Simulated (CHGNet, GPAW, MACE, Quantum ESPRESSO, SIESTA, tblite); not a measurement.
## AlN(11-20)/C(110) interface (80 atoms): one structure in several programs

Wanted: errors and costs of other methods on AlN(11-20)/C(110) interface (80 atoms). A plane-wave run serves as the reference.

Program: Quantum ESPRESSO 7.5. Level of theory: Kohn-Sham DFT, PBE, SSSP efficiency 1.3.0 pseudopotentials, plane waves. Results are calculated unless marked as measured.

### 1. Starting point

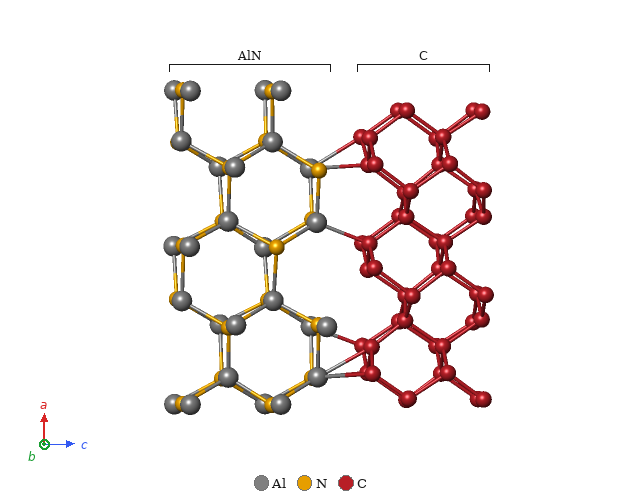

The starting structure, seen from the side, with the c axis across the page (aluminium grey, nitrogen orange, carbon red). Some periodic images of atoms are drawn too.

The cell holds 80 atoms: 16 Al, 16 N and 48 C. Its edges and angles: a = 10.741 Å, b = 5.013 Å, c = 22.270 Å, α = 90.0°, β = 90.0°, γ = 90.0°. Wurtzite AlN(11-20), 4 repeat layers, 2 surface cells, strained -0.37 and +0.63 %; diamond-structure C(110), 4 layers, 6 cells, +0.37 and -0.62 %; outer planes 1.82 Å apart, 12 Å of vacuum above; not relaxed, displaced by a Gaussian of 0.02 Å. Then every atom was moved at random, 0.03 Å r.m.s. a Cartesian component. Regions: AlN, 32 atoms (16 Al and 16 N); C, 48 atoms (48 C). Vacuum lies along c.

### 2. Plane-wave reference

The input, pw.in:

```
&control
  calculation = 'scf'
  pseudo_dir = './pseudo'
  outdir = './tmp'
  disk_io = 'none'
  tprnfor = .true.
/
&system
  ibrav = 0
  nat = 80
  ntyp = 3
  ecutwfc = 60
  ecutrho = 480
  nosym = .true.
  occupations = 'smearing'
  smearing = 'fd'
  degauss = 0.003675
/
&electrons
  conv_thr = 4.0e-07
  electron_maxstep = 100
  mixing_beta = 0.2
  mixing_mode = 'local-TF'
  diagonalization = 'david'
/
ATOMIC_SPECIES
Al 26.982 Al.upf
N 14.007 N.upf
C 12.011 C.upf
CELL_PARAMETERS angstrom
10.74060 0.00000 0.00000
0.00000 5.01320 0.00000
0.00000 0.00000 22.27049
ATOMIC_POSITIONS crystal
Al 0.50247 0.00127 0.26858
N 0.33364 0.13349 0.27013
Al 0.32859 0.50945 0.26882
N 0.50519 0.61003 0.26900
Al 0.25241 0.00532 0.34016
N 0.08094 0.13025 0.34008
Al 0.08474 0.50227 0.34071
N 0.24357 0.62304 0.33851
Al 0.49836 0.01628 0.40836
N 0.33054 0.12582 0.41157
Al 0.32895 0.49784 0.41060
N 0.49986 0.63054 0.41244
[... 64 atom lines left out ...]
C 0.76597 0.79091 0.67645
C 0.51506 0.51895 0.67528
C 0.59702 0.52930 0.73510
C 0.68144 0.77495 0.72905
K_POINTS gamma
```

Launch:

```
> OMP_NUM_THREADS=1 mpirun -np 4 pw.x -in pw.in > output.txt
```

The program printed:

```text
Program PWSCF
     gamma-point specific algorithms are used
     one sub-group per band group will be used
     scalapack distributed-memory algorithm (size of sub-group:  2*  2 procs)
     Parallelization info
     sticks:   dense  smooth     PW     G-vecs:    dense   smooth      PW
     Min        1833     917    228               359202   127030   15879
     Max        1834     920    232               359214   127040   15888
     Sum        7335    3675    917              1436831   508141   63527
     bravais-lattice index     =            0
     lattice parameter (alat)  =      20.2968  a.u.
     unit-cell volume          =    8092.2622 (a.u.)^3
     number of atoms/cell      =           80
     number of atomic types    =            3
[... lines left out ...]
     number of k points=     1  Fermi-Dirac smearing, width (Ry)=  0.0037
[... lines left out ...]
     total energy              =   -1839.83824042 Ry
[... lines left out ...]
     total energy              =   -1837.93712264 Ry
[... lines left out ...]
     total energy              =   -1837.67913675 Ry
[... lines left out ...]
     c_bands:  1 eigenvalues not converged
[... lines left out ...]
     c_bands:  2 eigenvalues not converged
[... lines left out ...]
     c_bands:  1 eigenvalues not converged
[... lines left out ...]
     total energy              =   -1837.73506198 Ry
[... lines left out ...]
     total energy              =   -1837.73506201 Ry
     estimated scf accuracy    <       0.00000061 Ry
     iteration # 32     ecut=    60.00 Ry     beta= 0.20
     negative rho (up, down):  3.240E-04 0.000E+00
     End of self-consistent calculation
          k = 0.0000 0.0000 0.0000 ( 31764 PWs)   bands (ev):
   -17.9788 -17.0928 -16.8797 -15.3464 -14.6896 -14.2756 -14.1625 -14.0639
   -13.4939 -13.4449 -13.3981 -12.8892 -12.8282 -12.7418 -12.6978 -12.6202
   -12.5909 -12.4697 -12.3422 -12.3410 -11.8215 -11.6710 -11.5946 -11.4379
[...]
7.0240   7.1416   7.2713   7.4868   7.7435   7.8795   7.9026   7.9868
     8.0574   8.1349   8.1754   8.2785   8.3395   8.4628   8.4782   8.5621
     the Fermi energy is     3.0102 ev
!    total energy              =   -1837.73506204 Ry
     estimated scf accuracy    <       0.00000018 Ry
     smearing contrib. (-TS)   =      -0.01750607 Ry
     internal energy E=F+TS    =   -1837.71755596 Ry
     The total energy is F=E-TS. E is the sum of the following terms:
     one-electron contribution =  -11095.21503958 Ry
     hartree contribution      =    5681.59872052 Ry
     xc contribution           =    -351.64094267 Ry
     ewald contribution        =    4778.36840514 Ry
     one-center paw contrib.   =    -850.82869938 Ry
     convergence has been achieved in  32 iterations
     negative rho (up, down):  3.240E-04 0.000E+00
     Forces acting on atoms (cartesian axes, Ry/au):
     atom    1 type  1   force =    -0.06335672   -0.04506493    0.04988328
     atom    2 type  2   force =     0.02467605    0.00436482   -0.00820484
     atom    3 type  1   force =     0.08533239   -0.04089408    0.03642385
[...]
atom   79 type  3   force =     0.16818261    0.00976273   -0.09877500
     atom   80 type  3   force =    -0.18211137    0.05390736   -0.00077598
     Total force =     1.099345     Total SCF correction =     0.000834
     Message from routine punch:
     Nothing written, as per user request (disk_io='none')
```

Elapsed: 8.6 min, on 4 MPI ranks of Arm Neoverse N1, shared host; peak memory 3.5 GiB.

Banners, paths, timers and routine set-up lines are dropped from the logs unmarked, and long logs keep their key lines alone; longer cuts are marked.

Numbers from this run:

- r.m.s. force component: 1.825 eV/Å
- longest force: 5.581 eV/Å

### 3. Local order

Normalised to the volume that the atoms fill. Pair distribution functions g(r), in bins of 0.2 Å:

| r (Å) | total | C-C | C-Al | C-N | Al-Al | Al-N | N-N |
| --- | --- | --- | --- | --- | --- | --- | --- |
| 1.40 | 0.43 | 1.18 | 0.00 | 0.00 | 0.00 | 0.00 | 0.00 |
| 1.60 | 2.49 | 6.91 | 0.00 | 0.00 | 0.00 | 0.00 | 0.00 |
| 1.80 | 0.75 | 0.00 | 0.10 | 0.00 | 0.00 | 9.11 | 0.00 |
| 2.00 | 0.69 | 0.00 | 0.17 | 0.33 | 0.00 | 7.15 | 0.00 |
| 2.20 | 0.11 | 0.00 | 0.29 | 0.15 | 0.00 | 0.00 | 0.00 |
| 2.40 | 0.93 | 2.48 | 0.06 | 0.12 | 0.00 | 0.00 | 0.00 |
| 2.60 | 1.96 | 5.34 | 0.05 | 0.10 | 0.00 | 0.00 | 0.00 |
| 2.80 | 0.29 | 0.58 | 0.14 | 0.17 | 0.00 | 0.00 | 0.00 |
| 3.00 | 2.62 | 4.78 | 0.30 | 0.27 | 8.47 | 0.99 | 8.76 |
| 3.20 | 0.71 | 0.00 | 0.21 | 0.17 | 7.15 | 0.74 | 6.90 |
| 3.40 | 0.21 | 0.13 | 0.39 | 0.30 | 0.00 | 0.00 | 0.00 |
| 3.60 | 1.19 | 1.60 | 0.24 | 0.32 | 0.00 | 5.94 | 0.00 |
| 3.80 | 0.89 | 1.71 | 0.24 | 0.36 | 0.00 | 1.57 | 0.00 |
| 4.00 | 0.48 | 1.04 | 0.26 | 0.17 | 0.00 | 0.00 | 0.00 |
| 4.20 | 0.35 | 0.38 | 0.37 | 0.39 | 0.00 | 0.11 | 0.69 |
| 4.40 | 2.01 | 3.66 | 0.43 | 0.32 | 3.46 | 3.34 | 2.69 |
| 4.60 | 0.96 | 2.10 | 0.38 | 0.39 | 0.00 | 0.19 | 0.10 |
| 4.80 | 0.53 | 0.24 | 0.24 | 0.35 | 0.00 | 3.82 | 0.00 |
| 5.00 | 0.75 | 1.15 | 0.47 | 0.50 | 1.31 | 0.00 | 1.31 |
| 5.20 | 0.82 | 1.60 | 0.46 | 0.33 | 0.45 | 0.00 | 0.97 |
| 5.40 | 0.85 | 0.73 | 0.41 | 0.52 | 4.73 | 0.00 | 4.23 |
| 5.60 | 0.89 | 1.51 | 0.57 | 0.43 | 0.00 | 1.26 | 0.00 |
| 5.80 | 0.94 | 1.01 | 0.46 | 0.58 | 2.00 | 2.11 | 2.12 |
| 6.00 | 0.47 | 0.15 | 0.52 | 0.46 | 1.82 | 0.41 | 1.76 |
| 6.20 | 0.61 | 0.61 | 0.50 | 0.44 | 0.76 | 1.24 | 0.81 |
| 6.40 | 0.85 | 1.21 | 0.47 | 0.59 | 0.10 | 1.89 | 0.00 |
| 6.60 | 1.00 | 1.68 | 0.55 | 0.63 | 0.00 | 1.49 | 0.00 |
| 6.80 | 1.04 | 1.92 | 0.64 | 0.53 | 0.31 | 0.47 | 0.48 |

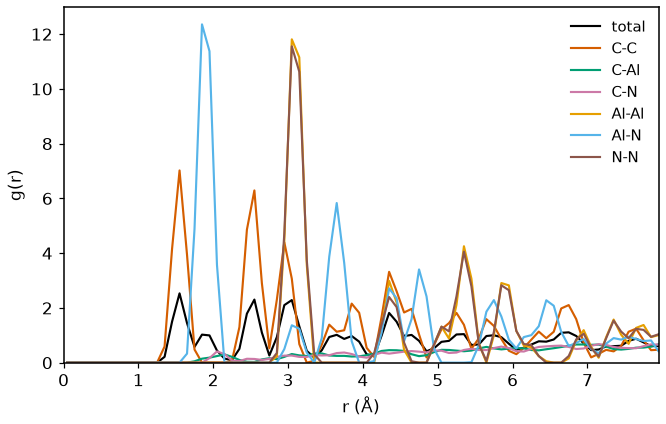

Pair distribution functions, lightly smoothed.

Bonds by pair of elements; cutoffs follow the first minimum of g(r), held within bounds set by covalent radii, and pairs that aren't listed don't count as bonded (cutoffs were set anew for this text, so counts can differ from the run's own analysis):

| pair A-B | cutoff (Å) | bonds | mean length (Å) | spread (Å) | shortest (Å) | B about A | A about B |
| --- | --- | --- | --- | --- | --- | --- | --- |
| C-C | 1.85 | 84 | 1.55 | 0.044 | 1.45 | 3.5 | 3.5 |
| C-Al | 2.62 | 9 | 2.17 | 0.203 | 1.89 | 0.188 | 0.562 |
| Al-N | 2.38 | 56 | 1.90 | 0.051 | 1.79 | 3.5 | 3.5 |

How many atoms have how many bonded neighbours:

| element | mean | 3 | 4 | 5 | 6 |
| --- | --- | --- | --- | --- | --- |
| Al | 4.06 | 4 | 9 | 1 | 2 |
| C | 3.69 | 16 | 31 | 1 | 0 |
| N | 3.5 | 8 | 8 | 0 | 0 |

Rings of the network by King's shortest-path rule, up to 12 atoms, one path for each pair of neighbours; H, halogens, alkali and alkaline-earth atoms are left out, and the last column divides by all other atoms, bonded or not:

| ring size (atoms) | rings | per network atom |
| --- | --- | --- |
| 3 | 5 | 0.062 |
| 4 | 3 | 0.038 |
| 5 | 3 | 0.038 |
| 6 | 106 | 1.32 |
| 7 | 10 | 0.125 |
| 8 | 5 | 0.062 |
| 9 | 5 | 0.062 |
| 10 | 1 | 0.012 |

### 4. What was run beside it

The programs:
- CHGNet: machine-learned potential, published weights.
- GPAW 26.7.0: PAW with atomic orbitals (LCAO), plane waves or a real-space grid of spacing h.
- MACE: machine-learned potential, published weights.
- Quantum ESPRESSO 7.5: plane waves; labels (QE) give functional, pseudopotential set and cutoffs of waves/density.
- SIESTA 5.4.2: numerical atomic orbitals, whose automatically made sets are far from complete, with PseudoDojo norm-conserving potentials that we converted to its format (checked against plane waves on the same files for H, C, O, Si, Ge and Ca alone); labels give functional, basis size, energy shift and mesh cutoff.
- tblite 0.8.0: extended tight binding, driven from Python.

All use the same cell and atoms; the electronic-structure runs use the same k-mesh, and an electronic temperature of 580 K (0.05 eV) where levels are smeared.

Differences are against the plane-wave reference, forces as r.m.s. over components; share is that over the reference's r.m.s. force, slope the least-squares factor from reference forces to these. Total energies of different programs have different zeros and aren't compared.

| run | Δ force, r.m.s. (meV/Å) | share (%) | slope | cores | CPU time | memory (GiB) |
| --- | --- | --- | --- | --- | --- | --- |
| reference | - | - | - | 4 | 34 min | 3.5 |
| CHGNet r2SCAN potential | 785 | 43.0 | 0.818 | 1 | 8.4 s | 2.5 |
| GPAW PBE, LCAO dzp, h 0.15 Å | 132 | 7.25 | 0.980 | 2 | 23 min | 2.5 |
| GPAW PBE, LCAO dzp, h 0.18 Å | 135 | 7.40 | 0.980 | 1 | 15 min | 1.4 |
| GPAW PBE, LCAO dzp, h 0.18 Å, other mixer settings | 135 | 7.38 | 0.981 | 2 | 18 min | 1.6 |
| MACE MP-0b2 small potential | 658 | 36.1 | 0.817 | 1 | 11 s | 0.67 |
| MACE MPA-0 medium potential | 654 | 35.8 | 0.743 | 1 | 14 s | 1.2 |
| QE PBE, gbrv-1.5, 40/200 Ry | 10.8 | 0.594 | 1.001 | 2 | 10 min | 0.93 |
| SIESTA PBE, DZ, shift 0.01 Ry, mesh 500 Ry (coarse) | 318 | 17.4 | 0.992 | 2 | 10 min | 1.5 |
| tblite GFN1-xTB | 608 | 33.3 | 0.846 | 1 | 7.7 s | 0.12 |

Rows marked coarse were listed beforehand as settings not expected to be converged; some can still land near the reference.

Times of the machine-learned potentials are mostly Python's start and the loading of weights.

CPU time is summed over cores on a shared host, where runs went side by side, so it is rough. Symmetry, cutoffs, thresholds, outputs and thread counts weren't matched or tuned between programs; memory under MPI is the largest rank's times the ranks.

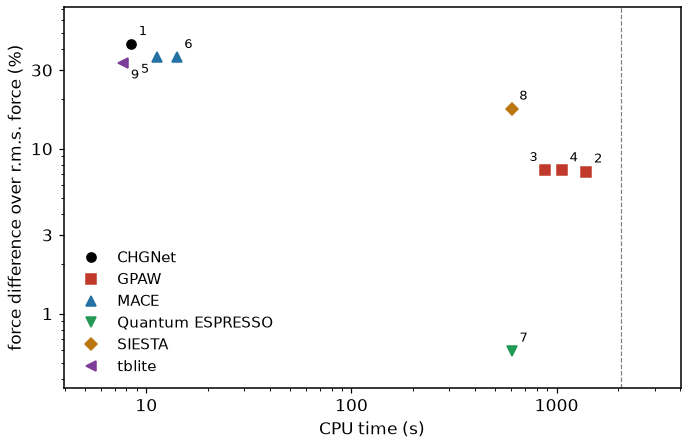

Force difference against CPU time; the dashed line marks the reference's time. Points: 1 CHGNet r2SCAN potential; 2 GPAW PBE, LCAO dzp, h 0.15 Å; 3 GPAW PBE, LCAO dzp, h 0.18 Å; 4 GPAW PBE, LCAO dzp, h 0.18 Å, other mixer settings; 5 MACE MP-0b2 small potential; 6 MACE MPA-0 medium potential; 7 QE PBE, gbrv-1.5, 40/200 Ry; 8 SIESTA PBE, DZ, shift 0.01 Ry, mesh 500 Ry; 9 tblite GFN1-xTB.

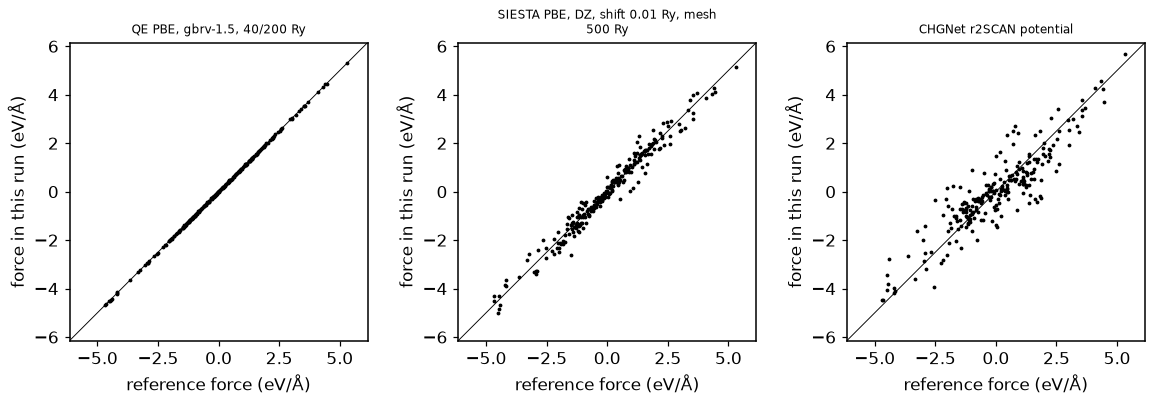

Force components against those of the reference; the line marks equality.

Runs without a result: SIESTA PBE, DZP, shift 0.01 Ry, mesh 500 Ry (cut off at its time limit of 13 min); SIESTA PBE, SZP, shift 0.01 Ry, mesh 500 Ry (cut off at its time limit of 7.2 min).

Within one program, basis, potentials and functional, energies share a zero. Each run against its twin at the usual cutoff or grid and solver:

| run | twin | Δ energy (meV/atom) | Δ force, r.m.s. (meV/Å) | CPU time over the twin's |
| --- | --- | --- | --- | --- |
| GPAW PBE, LCAO dzp, h 0.15 Å | LCAO dzp, h 0.18 Å | -32.6 | 22.9 | 1.6 (this twin ran on 1 cores) |
| GPAW PBE, LCAO dzp, h 0.18 Å, other mixer settings | LCAO dzp, h 0.18 Å | 0 | 3.05 | 1.2 (this twin ran on 1 cores) |

### 5. Outcome

- reference r.m.s. force component: 1.82 eV/Å
- nearest in forces: QE PBE, gbrv-1.5, 40/200 Ry, 0.59 %
- farthest in forces: CHGNet r2SCAN potential, 43 %
- cheapest electronic-structure run beside the reference: tblite GFN1-xTB, 7.7 s of CPU time

In words: PBE on plane waves or a grid with other potentials, cutoffs or grids, coarse settings apart, differs from the reference by 0.59 % (QE PBE, gbrv-1.5, 40/200 Ry) of the r.m.s. force; this holds the reference's own error, so differences of a few per cent don't tell which side is nearer the exact PBE result. The PBE runs in local orbitals, coarse settings apart, differ by 7.3 % (GPAW PBE, LCAO dzp, h 0.15 Å) to 7.4 % (GPAW PBE, LCAO dzp, h 0.18 Å); basis, grid and potentials can all enter. Tight binding differs by 33 % (tblite GFN1-xTB); it is another model, with fitted parameters of its own, and the xTB methods hold dispersion. Machine-learned potentials differ by 36 % (MACE MPA-0 medium potential) to 43 % (CHGNet r2SCAN potential); they were trained on other programs' data, some at another functional. The reference samples few k-points for this cell, and its sampling error, which other DFT runs on the same mesh share, can be part of so large a difference. Among those trained on PBE data the slope goes as low as 0.74, which softening far from their training structures can give, though the reference's k-sampling is untested too. Runs with settings chosen to be coarse differ by 17 % (SIESTA PBE, DZ, shift 0.01 Ry, mesh 500 Ry), their programs' other errors included. Of the electronic-structure runs that take under half the reference's CPU time, QE PBE, gbrv-1.5, 40/200 Ry comes nearest, at 0.59 % in 10 min against 34 min. In the reference: levels near the Fermi energy are neither full nor empty under the smearing, so no gap is quoted. In the reference: By these cutoffs 56 % of Al atoms have 4, 65 % of C atoms have 4 and 50 % of N atoms have 3 and as many 4 bonded neighbours. Periodic xTB results under one method name differ between programs and library versions. Machine-learned potentials mimic data converged in k, so the reference's own k-point error enters their differences. The cell is under 6 Å thick along one periodic direction, so every atom has periodic images of itself close by, which move with it and show among its neighbours and in g(r). The host structure and its lattice constant were typed by rule, without a check against the phase diagram. The runs have no spin polarisation, so any moments at edges, vacancies or dangling bonds can't form. The electronic-structure runs sample only Γ, in a cell whose shortest periodic width is 5 Å, which is coarse for a cell with partly filled levels.

[Also dropped from logs without a mark: logging warnings of Python, and SIESTA's first energy breakdown and zero terms.]

[Logs are printed without paths, hosts, clocks, repeated set-up lines and the standing remarks that a program may print on its own settings, such as how far it seeks lower states.]

[Hosts, paths, dates, database ids (printed as entryN), source tags and the programs' standing remarks are cut or masked in the printed files.]
